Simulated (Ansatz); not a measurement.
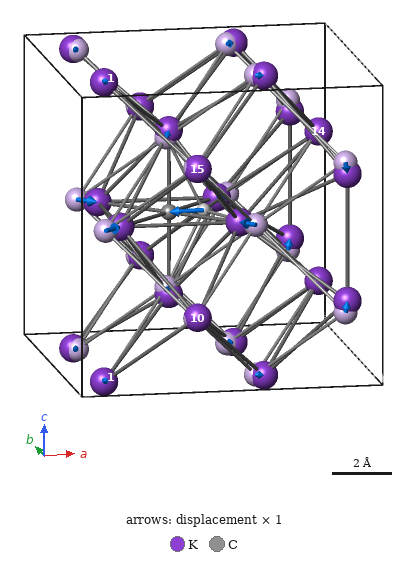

A relaxation of a defect cell of composition K16C. The starting structure is drawn faded, the final one solid; blue arrows show the displacements, at their true length.

A ball-and-stick model of the cell of the calculation (origin shifted), seen slightly off an axis.

It is an interstitial C in bcc K. The run prepares an end point of a later path (interstitial hop) calculation, from a guessed geometry. The atoms of the start lie slightly off their symmetric places, so part of the fall in energy undoes that.

Level of theory: DFT PBE-D3(BJ), scalar-relativistic, plane waves, PAW in Ansatz 0.2.0.

Input
```yaml
crystal:
  lattice:
    - [10.46, 0.0, 0.0]
    - [0.0, 10.46, 0.0]
    - [0.0, 0.0, 10.46]
  atoms:
    - { symbol: K, position: [0.0, 0.0, 0.0] }
    - { symbol: K, position: [0.5, 0.0, 0.0] }
    - { symbol: K, position: [0.0, 0.5, 0.0] }
    - { symbol: K, position: [0.0, 0.0, 0.5] }
    - { symbol: K, position: [0.25, 0.25, 0.25] }
    - { symbol: K, position: [0.5, 0.5, 0.0] }
    - { symbol: K, position: [0.5, 0.0, 0.5] }
    - { symbol: K, position: [0.75, 0.25, 0.25] }
    - { symbol: K, position: [0.0, 0.5, 0.5] }
    - { symbol: K, position: [0.25, 0.75, 0.25] }
    - { symbol: K, position: [0.25, 0.25, 0.75] }
    - { symbol: K, position: [0.5, 0.5, 0.5] }
    - { symbol: K, position: [0.75, 0.75, 0.25] }
    - { symbol: K, position: [0.75, 0.25, 0.75] }
    - { symbol: K, position: [0.25, 0.75, 0.75] }
    - { symbol: K, position: [0.75, 0.75, 0.75] }
    - { symbol: C, position: [0.37271913, 0.24719149, 0.50296248] }
basis:
  ecutwfc: 420.0
kpoints:
  mp_grid: { grid: [2, 2, 2] }
hamiltonian:
  xc: pbe
  dispersion: d3bj
scf:
  occupations: { method: fermi_dirac, width: 0.1 }
  lower_state_search: "off"
relax:
  f_tol: 0.03
  max_steps: 60
  adjacent_minimum: "off"
output:
  write_density: true
  write_potential: true
  elf: true
  volumetric_format: npy
```

Launched with:
```bash
ansatz run input.yaml --threads 4 --pin off --max-ram 10240MiB --backend cpu --events-out ev --progress --plain --runs-dir out
```

> Which element moves most?

Carbon: up to 1.20 Å, against 0.82 Å for potassium.

> Describe the change and its energy.

The energy falls by 0.665 eV per cell of the calculation in 11 accepted moves (13 points after the start). Largest force component: 0.29 eV/Å at the start, 0.02 eV/Å at the end. 2 steps only repeated the SCF at the same geometry. The forces were under the threshold at step 9, but the run went on from there. The atom that moves furthest is C17 (1.20 Å along −a). Largest moves by element: C 1.20 Å, K 0.82 Å. The lattice vectors keep their values. Near-neighbour distances that change, for instance: K9–C17 4.711 → 2.940 Å, K4–C17 4.678 → 2.940 Å, K4–K9 5.230 → 4.133 Å, K4–K7 5.230 → 4.150 Å. Bond angles that change, for instance: K5–C17–K11 127.7° → 179.7°, K7–C17–K12 126.0° → 90.7°, K8–K4–K15 180.0° → 160.7°.
